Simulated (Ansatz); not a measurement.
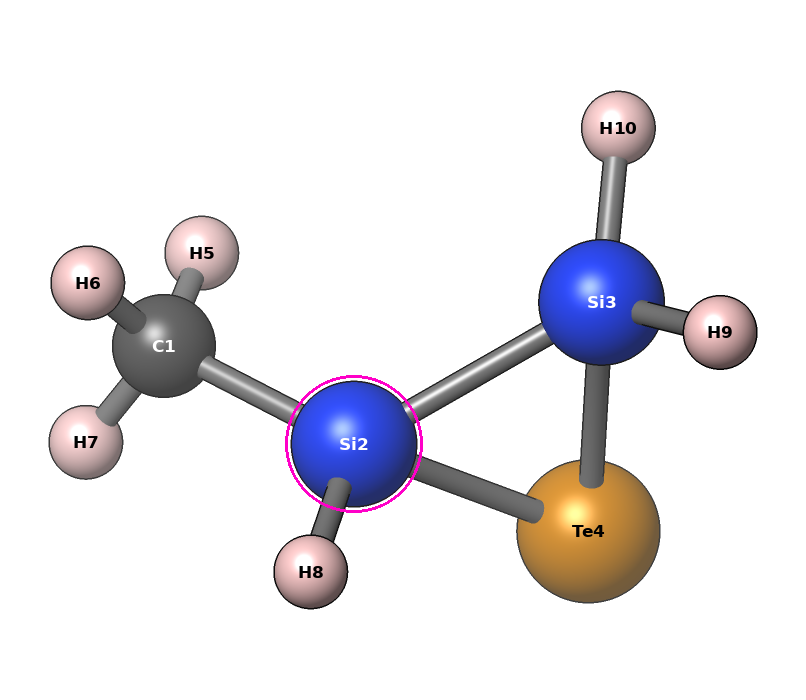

Atoms fade into the background with distance from the viewer. Circles mark the stereogenic atoms. Computed geometry: PBE-D4/def2-SVP optimisation. No frequency run is at hand to confirm it as a minimum.

Give the R/S and E/Z labels.

Si2: R (priorities Te4 > Si3 > C1 > H8).

Write the isomeric SMILES.

C[Si@@H]1[SiH2][Te]1
